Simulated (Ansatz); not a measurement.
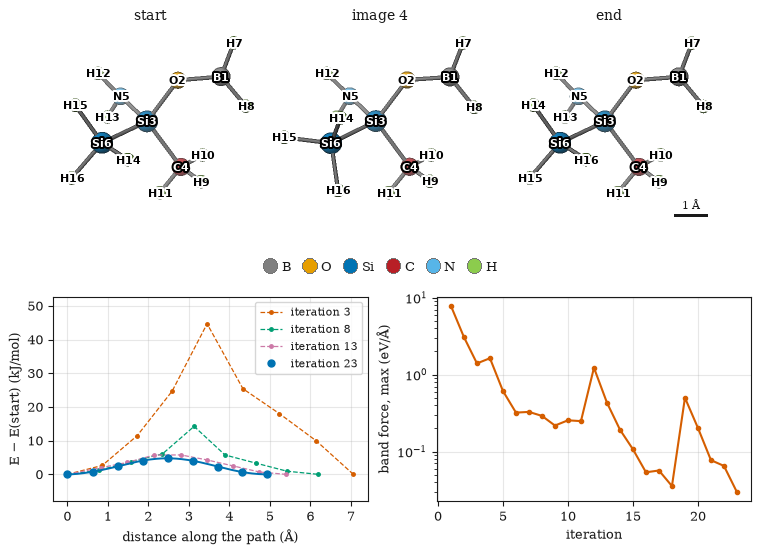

A search for the minimum-energy path of CH$_{10}$BNOSi$_{2}$ by the nudged elastic band. Images are numbered from 0 (start) to 8 (end). The plot follows the band through its iterations. A ball-and-stick model, seen from a free direction.

Computed with RKS BLYP-D4/cc-pVDZ in Ansatz. Run with 7 movable images; climbing image; force threshold 0.03 eV/Å; iteration limit 60; starting path through a guess of the saddle point.

Question: How did the profile develop, and is the result final?

Answer: The result is final at these settings. The band converged in 23 iterations. The largest component of the band force went from 7.8 to 0.03 eV/Å. The climbing image converged on the top of the path. Its vibrational analysis gives one imaginary mode (101i cm⁻¹), as a transition state must have. The first iteration put the highest image at 367.58 kJ/mol. The barrier is about 4.76 kJ/mol in both directions, with image 4 at the top; the ends have the same energy.

Cost: 10 min on 2 threads of Arm Neoverse V1 (shared host), peak memory 0.22 GiB.
